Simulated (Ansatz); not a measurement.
# CH$_{5}$OSn···HF (doublet): what the fields show

```xyz
10

Sn   -0.0264   -0.0787    0.0417
H     0.0539    0.0071    2.6749
C     2.0206   -0.0326   -0.6964
H     2.3774   -1.0675   -0.7595
H     2.0169    0.4223   -1.6959
H     2.6632    0.5462   -0.0236
H    -1.0595    1.2091   -0.5753
O    -0.6887   -1.8012   -0.7882
H    -1.6638   -1.8437   -0.8202
F     0.3438    0.3944    3.4961
```

Core potentials replace the inner electrons of Sn.

Computed with UKS PBE-D4/def2-mTZVP in Ansatz 0.2.0.

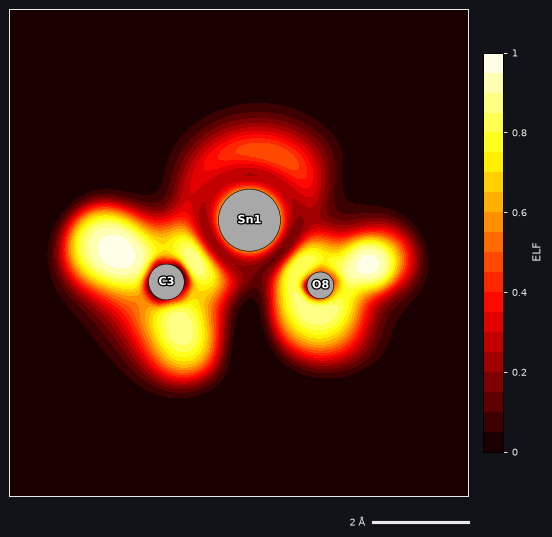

Figure 1. Electron localisation function on the plane of atoms C3, Sn1 and O8. Grey discs cover the atomic cores.

Q: Interpret the plot.

A: The plane passes through Sn, C and O nuclei.
Sn–O (2.02 Å): the ELF peaks at about 0.85 in the valence shell of O, 0.6 Å from its nucleus, and drops to about 0.15 between the two atoms.
C–Sn (2.18 Å): the ELF peaks at about 0.90 in the valence shell of C, 0.7 Å from its nucleus, and drops to about 0.20 between the two atoms.
The ELF also peaks beside O8, away from the bonds: non-bonding electrons, paired or unpaired.

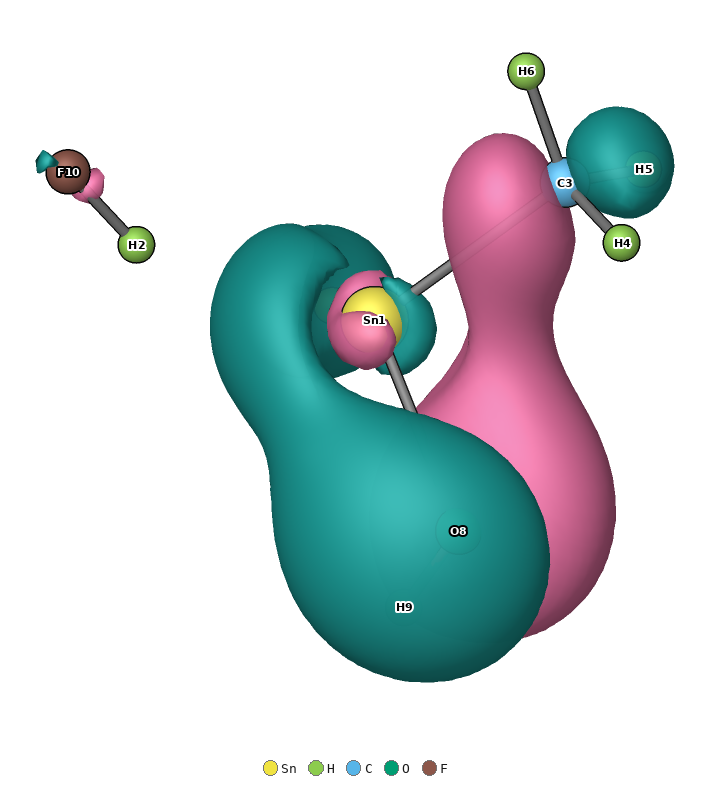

Figure 2. The HOMO (β) at ±0.08 Å⁻³ᐟ² (teal and pink are the two phases), seen at a tilt.

Q: Where does this orbital lie, and at what energy?

A: It lies mainly on O8 (about 70 %) and Sn1 (about 15 %); largely a lone pair of O8. Its energy is −7.19 eV.

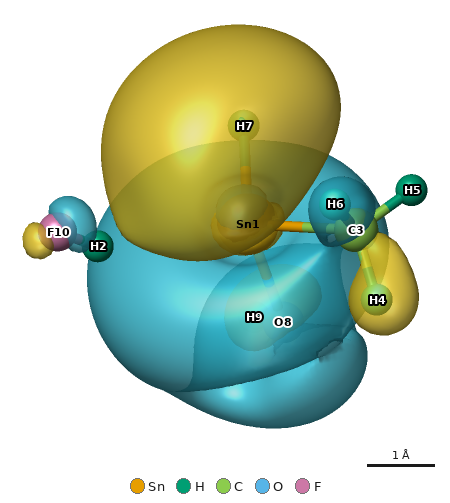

Figure 3. The LUMO (α) at ±0.06 Å⁻³ᐟ² (yellow and cyan are the two phases), seen from one side.

Q: What is the character of this orbital?

A: Its weight (Hirshfeld) is mainly on Sn1 (about 60 %), O8 (about 15 %) and H9 (about 10 %). Its energy is −1.51 eV.
